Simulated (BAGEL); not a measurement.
# AlBH2OF2 (SMILES O[B](F)[AlH][F]): a chain of runs

Wanted: a single-point energy (HF/def2-SVP), then a single-point energy (NEVPT2(2,2)/def2-SVP) of AlBH2OF2. 

Program for the calculation: BAGEL 1.2.2.

1 further run of the same task is left out (set aside as unsound or not needed).

### 1 Starting point

The species is AlBH2OF2 (7 atoms), meant as a singlet with charge 0. SMILES: `O[B](F)[AlH][F]`. One bond was lengthened or shortened from a relaxed shape.

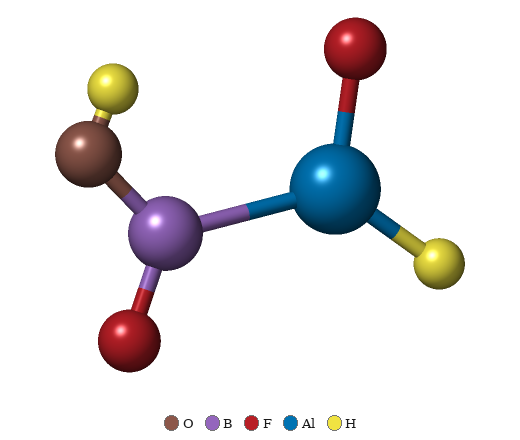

Viewed from a chosen angle; oxygen brown, boron purple, fluorine red, aluminium blue, hydrogen yellow.

### 2 The energy at HF/def2-SVP (density fitting with svp-jkfit) (run 1)

Contents of hf.json:

```json
{ "bagel" : [

{
  "title" : "molecule",
  "basis" : "svp",
  "df_basis" : "svp-jkfit",
  "angstrom" : "true",
  "geometry" : [
    { "atom" : "O", "xyz" : [       0.389957,      -0.042158,       1.777402 ] },
    { "atom" : "B", "xyz" : [       0.439457,      -0.551258,       0.527502 ] },
    { "atom" : "F", "xyz" : [       1.098457,      -1.700458,       0.402902 ] },
    { "atom" : "Al", "xyz" : [      -0.483843,       0.425942,      -1.153698 ] },
    { "atom" : "F", "xyz" : [      -1.225043,       1.837442,      -0.689398 ] },
    { "atom" : "H", "xyz" : [      -0.019900,       0.662300,       1.825000 ] },
    { "atom" : "H", "xyz" : [      -0.571943,       0.046142,      -2.684898 ] }
  ]
},

{
  "title" : "hf"
},

{
  "title" : "print",
  "file" : "orbitals.molden",
  "orbitals" : "true"
}

]}
```

Command:

```sh
$ BAGEL_NUM_THREADS=1 BAGEL hf.json > hf.out
```

The log of the run:

```text
* using 1 threads per process

  ===============================================================
  ===============================================================

  *** Geometry ***

  { "atom" : "O", "xyz" : [      0.736912,     -0.079667,      3.358803 ] },
  { "atom" : "B", "xyz" : [      0.830453,     -1.041727,      0.996834 ] },
  { "atom" : "F", "xyz" : [      2.075783,     -3.213400,      0.761374 ] },
  { "atom" : "Al", "xyz" : [     -0.914331,      0.804914,     -2.180173 ] },
  { "atom" : "F", "xyz" : [     -2.314996,      3.472262,     -1.302773 ] },
  { "atom" : "H", "xyz" : [     -0.037606,      1.251566,      3.448750 ] },
  { "atom" : "H", "xyz" : [     -1.080816,      0.087196,     -5.073722 ] },

  Number of auxiliary basis functions:      470

  Since a DF basis is specified, we compute 2- and 3-index integrals:
    o Being stored without compression. Storage requirement is 0.027 GB

  Number of basis functions:       84
  Number of electrons      :       46

    * METHOD: MOLECULE                             0.21

  *** RHF ***

  === Nuclear Repulsion ===
   191.0027123458

      * DIIS with orbital gradients will be used.

  === RHF iteration (svp) ===
      0       -540.99037566          0.02511397           0.07
      1       -541.21005879          0.01684179           0.07
      2       -541.33781888          0.00138168           0.07
      3       -541.33938809          0.00040367           0.07
      4       -541.33948407          0.00010603           0.07
      5       -541.33949203          0.00002732           0.07
      6       -541.33949258          0.00000702           0.07
      7       -541.33949264          0.00000115           0.07
      8       -541.33949264          0.00000036           0.07
      9       -541.33949264          0.00000018           0.07
     10       -541.33949264          0.00000003           0.07
     11       -541.33949264          0.00000001           0.08
     12       -541.33949264          0.00000000           0.07
    * SCF iteration converged.

    * Permanent dipole moment:
           (    0.166126,    -0.187941,     0.255406) a.u.

    * METHOD: HF                                   1.10

    * METHOD: PRINT                                0.02

  ===============================================================
```

It took 1.5 s on 1 thread of Arm Neoverse V1, shared host; peak memory 0.12 GiB.

### 3 The energy at NEVPT2(2,2)/def2-SVP (density fitting with svp-jkfit) (run 2)

Contents of input.json:

```json
{ "bagel": [

{
  "title": "molecule",
  "basis": "svp",
  "df_basis": "svp-jkfit",
  "angstrom": true,
  "geometry": [
    { "atom": "O", "xyz": [       0.389957,      -0.042158,       1.777402 ] },
    { "atom": "B", "xyz": [       0.439457,      -0.551258,       0.527502 ] },
    { "atom": "F", "xyz": [       1.098457,      -1.700458,       0.402902 ] },
    { "atom": "Al", "xyz": [      -0.483843,       0.425942,      -1.153698 ] },
    { "atom": "F", "xyz": [      -1.225043,       1.837442,      -0.689398 ] },
    { "atom": "H", "xyz": [      -0.019900,       0.662300,       1.825000 ] },
    { "atom": "H", "xyz": [      -0.571943,       0.046142,      -2.684898 ] }
  ]
},

{
  "title": "hf"
},

{
  "title": "nevpt2",
  "nstate": 1,
  "nact": 2,
  "nclosed": 22,
  "active": [12, 28],
  "maxiter": 200,
  "natocc": true,
  "ncore": 9
},

{
  "title": "print",
  "file": "orbitals.molden",
  "orbitals": true
}

]}
```

Command:

```sh
$ BAGEL_NUM_THREADS=1 BAGEL input.json > input.out
```

The log of the run:

```text
* using 1 threads per process

  ===============================================================
  ===============================================================

  *** Geometry ***

  { "atom" : "O", "xyz" : [      0.736912,     -0.079667,      3.358803 ] },
  { "atom" : "B", "xyz" : [      0.830453,     -1.041727,      0.996834 ] },
  { "atom" : "F", "xyz" : [      2.075783,     -3.213400,      0.761374 ] },
  { "atom" : "Al", "xyz" : [     -0.914331,      0.804914,     -2.180173 ] },
  { "atom" : "F", "xyz" : [     -2.314996,      3.472262,     -1.302773 ] },
  { "atom" : "H", "xyz" : [     -0.037606,      1.251566,      3.448750 ] },
  { "atom" : "H", "xyz" : [     -1.080816,      0.087196,     -5.073722 ] },

  Number of auxiliary basis functions:      470

  Since a DF basis is specified, we compute 2- and 3-index integrals:
    o Being stored without compression. Storage requirement is 0.027 GB

  Number of basis functions:       84
  Number of electrons      :       46

    * METHOD: MOLECULE                             0.22

  *** RHF ***

  === Nuclear Repulsion ===
   191.0027123458

      * DIIS with orbital gradients will be used.

  === RHF iteration (svp) ===
      0       -540.99037566          0.02511397           0.08
      1       -541.21005879          0.01684179           0.08
      2       -541.33781888          0.00138168           0.07
      3       -541.33938809          0.00040367           0.08
      4       -541.33948407          0.00010603           0.08
      5       -541.33949203          0.00002732           0.08
      6       -541.33949258          0.00000702           0.07
      7       -541.33949264          0.00000115           0.07
      8       -541.33949264          0.00000036           0.07
      9       -541.33949264          0.00000018           0.07
     10       -541.33949264          0.00000003           0.08
     11       -541.33949264          0.00000001           0.08
     12       -541.33949264          0.00000000           0.08
    * SCF iteration converged.

    * Permanent dipole moment:
           (    0.166126,    -0.187941,     0.255406) a.u.

    * METHOD: HF                                   1.18

    * freezing 9 orbitals
  ---------------------------
      CASSCF calculation
  ---------------------------

    ==== Active orbitals : =====
         Orbital 12
         Orbital 28
    ============================

    * nstate   :      1
    * nclosed  :     22
    * nact     :      2
    * nvirt    :     60
  === CASSCF iteration (svp) ===

    * Using the second-order algorithm

      0  0      -541.33954979     1.91e-05      0.02

      1  0      -541.34156288     3.50e-04      0.29

      2  0      -541.35276014     6.22e-04      0.42

      3  0      -541.35466439     2.51e-04      0.49

      4  0      -541.35481383     7.85e-05      0.50

      5  0      -541.35481772     2.97e-05      0.51

      6  0      -541.35481789     9.95e-06      0.52

      7  0      -541.35481790     3.16e-06      0.56

      8  0      -541.35481790     9.82e-07      0.55

      9  0      -541.35481790     3.02e-07      0.53

     10  0      -541.35481790     9.28e-08      0.47

     11  0      -541.35481790     2.84e-08      0.43

     12  0      -541.35481790     8.70e-09      0.40

    * Second-order optimization converged. *

     guess   0:   closed 1.                   open ..

  === FCI iteration ===

      0  0      -541.33937357     1.06e-01      0.00
      1  0      -541.35481216     1.54e-03      0.00
      2  0 *    -541.35481790     1.04e-15      0.00

     * ci vector, state   0, <S^2> = 0.0000
       2.     0.9973763701
       .2    -0.0723904440

  === DF-NEVPT2 calculation ===

    * 3-index integral transformation done
    * assembly done

      NEVPT2 correlation energy:   -0.6710646322      0.20

          (+0)     -0.5950900483
          (+0)'    -0.0330798167
          (+1)     -0.0036555006
          (+1)'    -0.0000000000
          (+2)     -0.0003045488
          (-1)     -0.0312823961
          (-1)'     0.0000000000
          (-2)     -0.0076523217

      NEVPT2 total energy:       -542.0258825351

    * METHOD: NEVPT2                               6.23

    * METHOD: PRINT                                0.02

  ===============================================================
```

It took 7.8 s on 1 thread of Arm Neoverse V1, shared host; peak memory 0.14 GiB.

### 4 Outcome

| quantity | value |
| --- | --- |
| run 1, HF/def2-SVP: total energy | -541.33949 Eh |
| run 1, HF/def2-SVP: dipole moment | 0.91 D |
| run 1, HF/def2-SVP: HOMO energy | -11.19 eV |
| run 1, HF/def2-SVP: LUMO energy | 0.77 eV |
| run 1, HF/def2-SVP: HOMO–LUMO gap | 11.96 eV |
| run 2, NEVPT2(2,2)/def2-SVP: total energy | -542.02588 Eh |
